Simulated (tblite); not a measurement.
**Relaxed scan of Si4NH10O2 (charge −1)**

Si4NH10O2, charge −1, computed with GFN2-xTB relaxed scan under a harmonic restraint, gas phase (tblite 0.8.0).

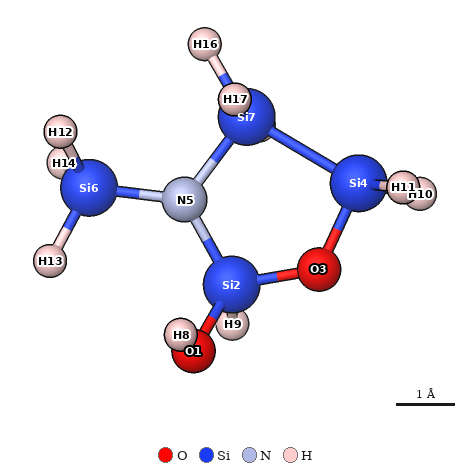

*The input geometry (ball-and-stick view, seen at a tilt; atoms are numbered from 1 in the order of the input).*

### The input
```
{"job": {"xc": "GFN2-xTB", "basis": "xTB", "coordinate": [["t", [10, 2, 9, 3], 0.3333333333333333], ["t", [2, 9, 10, 3], 0.3333333333333333], ["t", [9, 10, 2, 3], 0.3333333333333333]], "kind": "drive"}, "charge": -1, "multiplicity": 1}
O      1.557294    -2.203658     0.687507
Si     1.010743    -0.940216    -0.207540
O      2.059062     0.286718    -0.130438
Si     1.577716     1.877035    -0.101718
N     -0.503775    -0.355954     0.319581
Si    -1.868006    -1.305810     0.630385
Si    -0.674590     1.444597     0.204687
H      1.474188    -2.087230     1.629554
H      1.077152    -1.519440    -1.551429
H      2.161462     2.386735    -1.371585
H      2.549275     2.402826     0.894259
H     -2.567354    -0.842735     1.839995
H     -1.454308    -2.703997     0.867789
H     -2.859381    -1.340764    -0.464565
H     -0.889503     1.384161    -1.390135
H     -2.096276     1.906165     0.313206
H     -0.560696     1.623597     1.794286
```

The first line tells a small driver script what to run in tblite; the rest is the geometry in Å.

Run on 1 CPU thread, shared host.

Launch command:
```bash
OMP_NUM_THREADS=1 python <driver script> task.json out
```

### The program's output
```
point  coordinate     E/eV
  0    -37.200     -638.76163
  1    -27.300     -638.49003
  2    -17.000     -638.09688
  3     -6.200     -637.60907
  4     55.800     -635.38336
  5     58.600     -636.09043
  6    -16.700     -635.86409
  7     47.500     -637.33726
```

### Key numbers

| quantity | value |
| --- | --- |
| outcome | converged |
| wall time | 3.8 s |
| peak memory | 0.19 GiB |
